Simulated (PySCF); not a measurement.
**Two runs on SiNH5**

System: SiNH5.
Method of run A: RKS PBE0-D4/def2-TZVPP, density fitting (PySCF 2.14.0).

The geometry comes from this level: PBE0-D4/def2-TZVP. Text and figures count atoms from 1; the logs count them from 0 in places.

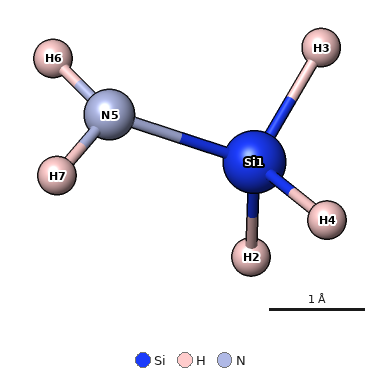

**Figure 1.** The structure as given in the input (ball-and-stick view, seen at a tilt; atoms are numbered from 1 in the order of the input).

Input, run A:
```python
import json, numpy as np
from pyscf import gto, scf, dft, mp, cc
EV, BOHR = 27.211386245988, 0.529177210903
mol = gto.M(atom="""
Si -1.321227 -0.441681 0.140937
H -0.731159 -1.488049 -0.747537
H -2.555145 -1.014252 0.738564
H -1.651367 0.728227 -0.713381
N -0.318160 0.108373 1.425422
H -0.129506 -0.500325 2.205503
H 0.483940 0.682123 1.220326
""", basis="def2-tzvpp", charge=0, spin=0, max_memory=8670, verbose=0)
def mean_field(mol, dm=None):
    mf = dft.RKS(mol, xc="pbe0").density_fit()
    mf.conv_tol = 1e-9; mf.grids.level = 4
    mf.kernel(dm0=dm)
    if not mf.converged: mf = mf.newton().run(mf.mo_coeff, mf.mo_occ)
    assert mf.converged
    return mf
def d4(mol):
    from pyscf.dispersion.dftd4 import DFTD4Dispersion
    real = gto.M(atom=[(mol.atom_pure_symbol(i), mol.atom_coord(i)) for i in range(7)], unit='B', charge=mol.charge, spin=None, basis='def2-svp', verbose=0)
    r = DFTD4Dispersion(real, xc="pbe0", atm=True).get_dispersion(grad=True); return r["energy"], r["gradient"]
def energy_and_gradient(mol, dm=None):
    mf = mean_field(mol, dm); e, g = d4(mol)
    return mf, (mf.e_tot + e) * EV, (mf.nuc_grad_method().kernel()[:7] + g) * EV / BOHR
out = {}
mf = mean_field(mol); e = d4(mol)[0]
out.update(energy=(mf.e_tot + e) * EV, converged=True, dispersion=e * EV)
out['s2'] = mf.spin_square()[0]; out['nelec'] = mol.nelec
print(f"Total energy {out['energy']:.6f} eV, <S^2> {out['s2']:.4f}")
json.dump(out, open("out.json", "w"), default=float)
```

Command:
```bash
OMP_NUM_THREADS=4 python run.py
```

Hardware: 4 threads of Arm Neoverse V1, 23 GiB of memory available, shared host.

Output (run A):
```
Total energy -9445.388846 eV, <S^2> 0.0000
```

The input of run B differs as follows (lines with − go, lines with + come):
```diff
-    mf = dft.RKS(mol, xc="pbe0").density_fit()
+    mf = dft.RKS(mol, xc="pbe").density_fit()
-    r = DFTD4Dispersion(real, xc="pbe0", atm=True).get_dispersion(grad=True); return r["energy"], r["gradient"]
+    r = DFTD4Dispersion(real, xc="pbe", atm=True).get_dispersion(grad=True); return r["energy"], r["gradient"]
```

What does this change do to the results?

The total energies belong to different models, so their difference says nothing on which is more stable or more accurate. The functional changes from PBE0 to PBE.

Output (run B):
```
Total energy -9444.380590 eV, <S^2> 0.0000
```

The two runs side by side:

| quantity | run A | run B |
| --- | --- | --- |
| outcome | converged | converged |
| total energy (hartree) | −347.111638 | −347.074585 |
| basis functions | 143 | 143 |
| wall time (shared host) | 4.2 s | 4.7 s |
